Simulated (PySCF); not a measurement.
# [Sm(SH)2]+: how settings move a single point

Aim: repeat the single point on relaxed [Sm(SH)2]+ with altered settings, some of them bad on purpose. The structure is generated, not taken from experiment.

Computed with PySCF 2.14.0. Level: BP86, Sm lcecp-1-SVP with ECP51, S def2-SVP, H def2-SVP; scalar-relativistic core potentials, no spin–orbit coupling.

3 further runs of the same task are left out: 2 for a known fault of the program, 1 that didn't finish. Runs told in other sessions of the task aren't counted.

### Step 1. The starting structure

5 atoms, charge 1, spin multiplicity 1.

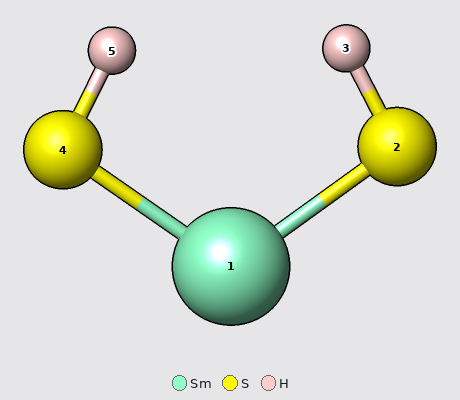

The geometry (samarium green, sulfur yellow, hydrogen pink); atoms are numbered from 1 in the order of the file.

As a file:

| atom | x (Å) | y (Å) | z (Å) |
| --- | --- | --- | --- |
| Sm1 | -1.1477 | 1.0194 | -0.2832 |
| S2 | -0.0724 | 0.6210 | 1.9859 |
| H3 | 0.8238 | -0.3413 | 1.6087 |
| S4 | -0.0724 | -0.4923 | -2.0216 |
| H5 | 0.8238 | -1.1221 | -1.2022 |

Formal oxidation states: Sm +3. Each metal's 5 4f electrons lie in its core potential, so multiplicities, spins and levels count the valence alone. An earlier session relaxed this geometry at BP86, Sm lcecp-1-SVP with ECP51, S def2-SVP, H def2-SVP (singlet, point group C2v).

The sound run used a (50, 194) grid (finer on f atoms), a threshold of 1e-8 and at most 55 cycles, and ended at -832.043706 Eh.

### Step 2. Try 1

File run.py (the lines that set the calculation):

```python
mol = gto.M(atom='''
Sm    -1.14770     1.01938    -0.28318
S     -0.07242     0.62095     1.98586
H      0.82381    -0.34127     1.60874
S     -0.07242    -0.49231    -2.02160
H      0.82381    -1.12215    -1.20221''',
    basis={'Sm': 'lcecp-1-SVP', 'S': 'def2-SVP', 'H': 'def2-SVP'},
    ecp={'Sm': 'lcecp-1-SVP'},
    charge=1, spin=0)
mf = dft.RKS(mol, xc='B88,P86')
mf.grids.atom_grid = (30, 86)  # f atoms: unpruned
mf = mf.density_fit()  # fitting sets: Sm AutoAux, S def2-universal-JKFIT, H def2-universal-JKFIT
mf.conv_tol = 1e-08; mf.max_cycle = 55
mf.kernel(dm0)  # dm0: free metal ions and neutral atoms
```

Started as:

```sh
$ OMP_NUM_THREADS=2 python run.py
```

What it wrote:

```text
init E= -832.350837114833
  HOMO = -0.482889067563828  LUMO = -0.324975088631529  gap/eV = 4.29706
cycle= 1 E= -831.963121407765  delta_E= 0.388  |g|= 0.471  |ddm|= 2.43
  HOMO = -0.35438831264456  LUMO = -0.314293669542604  gap/eV = 1.09103
cycle= 2 E= -831.181207946547  delta_E= 0.782  |g|= 1.57  |ddm|= 2.49
  HOMO = -0.389446134784958  LUMO = -0.259736701737719  gap/eV = 3.52957
cycle= 3 E= -832.002709731939  delta_E= -0.822  |g|= 0.301  |ddm|= 2.17
  HOMO = -0.404458217947214  LUMO = -0.298930485469996  gap/eV = 2.87156
cycle= 4 E= -832.035910698698  delta_E= -0.0332  |g|= 0.122  |ddm|= 0.634
  HOMO = -0.407567610887589  LUMO = -0.295433683447424  gap/eV = 3.05132
cycle= 5 E= -832.041774191256  delta_E= -0.00586  |g|= 0.0222  |ddm|= 0.143
  HOMO = -0.407466400459898  LUMO = -0.29366024934331  gap/eV = 3.09682
cycle= 6 E= -832.0419955599  delta_E= -0.000221  |g|= 0.00448  |ddm|= 0.0335
  HOMO = -0.407745209035182  LUMO = -0.2935232652339  gap/eV = 3.10814
cycle= 7 E= -832.042003318866  delta_E= -7.76e-06  |g|= 0.00143  |ddm|= 0.00679
  HOMO = -0.407796780787853  LUMO = -0.293523453684671  gap/eV = 3.10954
cycle= 8 E= -832.04200400408  delta_E= -6.85e-07  |g|= 0.000209  |ddm|= 0.00193
  HOMO = -0.407804061901819  LUMO = -0.293531407394487  gap/eV = 3.10952
cycle= 9 E= -832.042004010146  delta_E= -6.07e-09  |g|= 0.000167  |ddm|= 0.000566
  HOMO = -0.407808131932442  LUMO = -0.293535503497683  gap/eV = 3.10952
cycle= 10 E= -832.042004021637  delta_E= -1.15e-08  |g|= 1.57e-05  |ddm|= 0.000267
  HOMO = -0.407807349374238  LUMO = -0.2935355493881  gap/eV = 3.10949
cycle= 11 E= -832.042004021735  delta_E= -9.82e-11  |g|= 1.23e-06  |ddm|= 2.37e-05
  HOMO = -0.407807443340969  LUMO = -0.293535930546806  gap/eV = 3.10949
Extra cycle  E= -832.042004021733  delta_E= 1.82e-12  |g|= 2.08e-06  |ddm|= 5.59e-06
converged SCF energy = -832.042004021733
```

It took 2.1 s on 2 threads of Arm Neoverse V2, shared host.

Changed: the integration grid, to (30, 86). It converges in 11 cycles, +0.046 eV from the sound run, with a largest force component of 0.09 eV/Å. The setting is unsound, so these numbers aren't the compound's.

### Step 3. Try 2

File run.py (the lines that set the calculation):

```python
mol = gto.M(atom='''
Sm    -1.20508     1.07035    -0.29734
S     -0.07604     0.65200     2.08516
H      0.86500    -0.35833     1.68918
S     -0.07604    -0.51693    -2.12268
H      0.86500    -1.17825    -1.26232''',
    basis={'Sm': 'lcecp-1-SVP', 'S': 'def2-SVP', 'H': 'def2-SVP'},
    ecp={'Sm': 'lcecp-1-SVP'},
    charge=1, spin=0)
mf = dft.RKS(mol, xc='B88,P86')
mf.grids.atom_grid = (50, 194)  # f atoms: unpruned, at least (60, 302)
mf = mf.density_fit()  # fitting sets: Sm AutoAux, S def2-universal-JKFIT, H def2-universal-JKFIT
mf.conv_tol = 1e-08; mf.max_cycle = 55
mf.kernel(dm0)  # dm0: free metal ions and neutral atoms
```

Started as:

```sh
$ OMP_NUM_THREADS=2 python run.py
```

What it wrote:

```text
init E= -832.247538893012
  HOMO = -0.468005392099906  LUMO = -0.321733601844375  gap/eV = 3.98026
cycle= 1 E= -831.944135364124  delta_E= 0.303  |g|= 0.48  |ddm|= 2.32
  HOMO = -0.360029176367184  LUMO = -0.337060530035943  gap/eV = 0.62501
cycle= 2 E= -829.694630452754  delta_E= 2.25  |g|=  2.5  |ddm|= 3.38
  HOMO = -0.369520435020368  LUMO = -0.267993069655976  gap/eV = 2.76270
cycle= 3 E= -831.99753487384  delta_E= -2.3  |g|= 0.304  |ddm|= 2.94
  HOMO = -0.393691907571744  LUMO = -0.308169657027114  gap/eV = 2.32718
cycle= 4 E= -832.020469370031  delta_E= -0.0229  |g|= 0.175  |ddm|= 0.648
  HOMO = -0.396590088753779  LUMO = -0.301361951721528  gap/eV = 2.59129
cycle= 5 E= -832.03350845602  delta_E= -0.013  |g|= 0.0301  |ddm|= 0.215
  HOMO = -0.396608814338025  LUMO = -0.298769127821563  gap/eV = 2.66235
cycle= 6 E= -832.033941202519  delta_E= -0.000433  |g|= 0.00546  |ddm|= 0.0496
  HOMO = -0.397073827922862  LUMO = -0.298875894024514  gap/eV = 2.67210
cycle= 7 E= -832.033951273972  delta_E= -1.01e-05  |g|= 0.00167  |ddm|= 0.00738
  HOMO = -0.397115527615228  LUMO = -0.298862167808854  gap/eV = 2.67361
cycle= 8 E= -832.033952233251  delta_E= -9.59e-07  |g|= 0.000185  |ddm|= 0.00229
  HOMO = -0.397123782443863  LUMO = -0.298874791485012  gap/eV = 2.67349
cycle= 9 E= -832.033952244551  delta_E= -1.13e-08  |g|= 6.18e-05  |ddm|= 0.000276
  HOMO = -0.397122629385608  LUMO = -0.298875794653937  gap/eV = 2.67343
cycle= 10 E= -832.033952245307  delta_E= -7.56e-10  |g|= 4.55e-05  |ddm|= 0.000152
  HOMO = -0.397121310917304  LUMO = -0.298878583340865  gap/eV = 2.67332
Extra cycle  E= -832.033952239467  delta_E= 5.84e-09  |g|= 0.000125  |ddm|= 0.000271
converged SCF energy = -832.033952239467
```

Wall time 2.4 s (2 threads of Arm Neoverse V2, shared host).

Changed: the scale of all coordinates (1.05). It converges in 10 cycles, +0.265 eV from the sound run, with a largest force component of 1.58 eV/Å. The setting is unsound, so these numbers aren't the compound's.

### Step 4. Try 3

File run.py (the lines that set the calculation):

```python
mol = gto.M(atom='''
Sm    -1.14770     1.01938    -0.28318
S     -0.07242     0.62095     1.98586
H      0.82381    -0.34127     1.60874
S     -0.07242    -0.49231    -2.02160
H      0.82381    -1.12215    -1.20221''',
    basis={'Sm': 'lcecp-1-SVP', 'S': 'def2-SVP', 'H': 'def2-SVP'},
    ecp={'Sm': 'lcecp-1-SVP'},
    charge=1, spin=0)
mf = dft.RKS(mol, xc='B88,P86')
mf.grids.atom_grid = (10, 14)  # f atoms: unpruned
mf = mf.density_fit()  # fitting sets: Sm AutoAux, S def2-universal-JKFIT, H def2-universal-JKFIT
mf.conv_tol = 1e-08; mf.max_cycle = 55
mf.kernel(dm0)  # dm0: free metal ions and neutral atoms
```

Started as:

```sh
$ OMP_NUM_THREADS=2 python run.py
```

What it wrote:

```text
init E= -832.291759578876
  HOMO = -0.473421064779588  LUMO = -0.33585349735236  gap/eV = 3.74340
cycle= 1 E= -831.937276406496  delta_E= 0.354  |g|= 0.543  |ddm|= 2.46
  HOMO = -0.330055209550411  LUMO = -0.322693077186704  gap/eV = 0.20033
cycle= 2 E= -830.906676604283  delta_E= 1.03  |g|= 1.72  |ddm|= 2.88
  HOMO = -0.369792574982621  LUMO = -0.264188868445048  gap/eV = 2.87362
cycle= 3 E= -831.985271275087  delta_E= -1.08  |g|= 0.349  |ddm|= 2.57
  HOMO = -0.383965401022018  LUMO = -0.310800253742645  gap/eV = 1.99093
cycle= 4 E= -832.033267735125  delta_E= -0.048  |g|= 0.144  |ddm|= 0.777
  HOMO = -0.381623987288211  LUMO = -0.309408383009783  gap/eV = 1.96509
cycle= 5 E= -832.040159642528  delta_E= -0.00689  |g|= 0.0563  |ddm|= 0.198
  HOMO = -0.387050790564299  LUMO = -0.308253093081737  gap/eV = 2.14419
cycle= 6 E= -832.041330237793  delta_E= -0.00117  |g|= 0.0235  |ddm|= 0.101
  HOMO = -0.385991941072507  LUMO = -0.307107542067335  gap/eV = 2.14655
cycle= 7 E= -832.041560956729  delta_E= -0.000231  |g|= 0.00548  |ddm|= 0.0398
  HOMO = -0.386632043277212  LUMO = -0.306935858901637  gap/eV = 2.16864
cycle= 8 E= -832.041572945462  delta_E= -1.2e-05  |g|= 0.00163  |ddm|= 0.00937
  HOMO = -0.386684662040061  LUMO = -0.306939856727862  gap/eV = 2.16997
cycle= 9 E= -832.041573878444  delta_E= -9.33e-07  |g|= 0.000307  |ddm|= 0.00258
  HOMO = -0.38668168079117  LUMO = -0.306951808915522  gap/eV = 2.16956
cycle= 10 E= -832.041573917185  delta_E= -3.87e-08  |g|= 9.65e-05  |ddm|= 0.000537
  HOMO = -0.386677670647956  LUMO = -0.306950388357452  gap/eV = 2.16949
cycle= 11 E= -832.041573920808  delta_E= -3.62e-09  |g|= 3.16e-05  |ddm|= 0.000157
  HOMO = -0.386673441276663  LUMO = -0.306954084290109  gap/eV = 2.16927
Extra cycle  E= -832.041573919713  delta_E= 1.09e-09  |g|= 6.04e-05  |ddm|= 0.000131
converged SCF energy = -832.041573919713
```

It took 1.9 s on 2 threads of Arm Neoverse V2, shared host.

Changed: the integration grid, to (10, 14). It converges in 11 cycles, +0.058 eV from the sound run, with a largest force component of 3.49 eV/Å. The setting is unsound, so these numbers aren't the compound's.

### Step 5. Try 4

run.py (the lines that set the calculation): that of step 4 with these lines changed.

```diff
@@ -10,5 +10,5 @@
 mf = dft.RKS(mol, xc='B88,P86')
-mf.grids.atom_grid = (10, 14)  # f atoms: unpruned
+mf.grids.atom_grid = (50, 194)  # f atoms: unpruned, at least (60, 302)
 mf = mf.density_fit()  # fitting sets: Sm AutoAux, S def2-universal-JKFIT, H def2-universal-JKFIT
 mf.conv_tol = 1e-08; mf.max_cycle = 55
-mf.kernel(dm0)  # dm0: free metal ions and neutral atoms
+mf.kernel(dm0)  # dm0: smeared density
```

Started as:

```sh
$ OMP_NUM_THREADS=2 python run.py
```

What it wrote:

```text
init E= -831.952543300527
  HOMO = -0.423309537029433  LUMO = -0.292743148218568  gap/eV = 3.55289
cycle= 1 E= -832.028080984313  delta_E= -0.0755  |g|= 0.184  |ddm|= 0.408
  HOMO = -0.391580016049051  LUMO = -0.3276067830513  gap/eV = 1.74080
cycle= 2 E= -831.75199749398  delta_E= 0.276  |g|= 0.886  |ddm|= 1.46
  HOMO = -0.403647931055466  LUMO = -0.293476955667134  gap/eV = 2.99790
cycle= 3 E= -832.042897019395  delta_E= -0.291  |g|= 0.048  |ddm|= 1.09
  HOMO = -0.408221859589967  LUMO = -0.295191574805715  gap/eV = 3.07571
cycle= 4 E= -832.043562758145  delta_E= -0.000666  |g|= 0.0179  |ddm|= 0.0539
  HOMO = -0.407754724740225  LUMO = -0.293704536160204  gap/eV = 3.10346
cycle= 5 E= -832.04370287136  delta_E= -0.00014  |g|= 0.00261  |ddm|= 0.0251
  HOMO = -0.407832074138813  LUMO = -0.293507861483957  gap/eV = 3.11092
cycle= 6 E= -832.043705829098  delta_E= -2.96e-06  |g|= 0.000546  |ddm|= 0.00412
  HOMO = -0.407865319018361  LUMO = -0.293498032899166  gap/eV = 3.11209
cycle= 7 E= -832.043705937609  delta_E= -1.09e-07  |g|= 0.00017  |ddm|= 0.000835
  HOMO = -0.407872624103052  LUMO = -0.293502238995896  gap/eV = 3.11218
cycle= 8 E= -832.043705946607  delta_E= -9e-09  |g|= 5.93e-05  |ddm|= 0.000294
  HOMO = -0.407874110534855  LUMO = -0.293502286264056  gap/eV = 3.11222
Extra cycle  E= -832.043705939655  delta_E= 6.95e-09  |g|= 0.000143  |ddm|= 0.000313
converged SCF energy = -832.043705939655
```

Run time: 2.3 s. Hardware: 2 threads of Arm Neoverse V2, shared host.

Changed: the starting guess (smeared density). It converges in 8 cycles, at the sound run's energy within 0.001 eV, with a largest force component of 0.01 eV/Å. The result survives the change.

### Step 6. Results

| run | changed | ending | energy change (eV) | cycles | time | usable |
| --- | --- | --- | --- | --- | --- | --- |
| 1 | the integration grid | converged | +0.046 | 11 | 2.1 s | no |
| 2 | the scale of all coordinates | converged | +0.265 | 10 | 2.4 s | no |
| 3 | the integration grid | converged | +0.058 | 11 | 1.9 s | no |
| 4 | the starting guess | converged | 0.000 | 8 | 2.3 s | yes |

1 of 4 altered runs gives a usable result. 3 ended normally with numbers unfit to quote.
